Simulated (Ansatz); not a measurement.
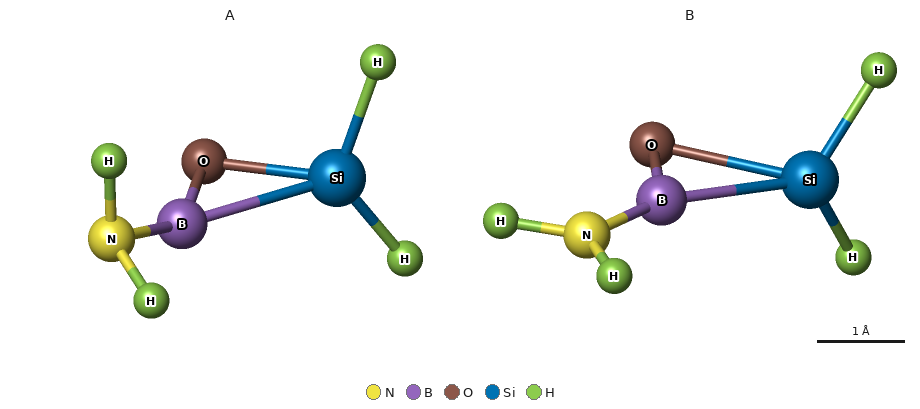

Two geometries of BSiNH4O, drawn at one scale. One is the start of a relaxation, the other its converged end. The picture is a ball-and-stick view, seen from a free direction.

Method: RKS PBE0-D4/6-31G (Ansatz). Settings: no spin polarisation; force threshold 0.015 eV/Å; at most 40 steps.

### Which one is relaxed?

Structure B is the relaxed one. The run prepares an end point of a later path (torsion) calculation, from a guessed geometry. An H atom moves most after the best rigid fit: 1.16 Å. Largest moves by element: H 1.16 Å, B 0.46 Å, O 0.39 Å, N 0.22 Å, Si 0.17 Å. Among the contacts that change: O–Si 1.639 → 1.895 Å, H–N 1.084 → 1.006 Å, H–Si 1.432 → 1.501 Å, B–O 1.443 → 1.374 Å. Bond angles that change, for instance: H–Si–H 124.5° → 110.4°, O–B–Si 54.2° → 66.7°, B–N–H 110.1° → 122.5°. Groups turn about B–O by about 40°. Over 9 accepted moves (10 points after the start) the energy falls by 220.5 kJ/mol. Largest force component: 5.2 eV/Å at the start, 0.0099 eV/Å at the end. The line search rejected the trial step at point 8 of the run.
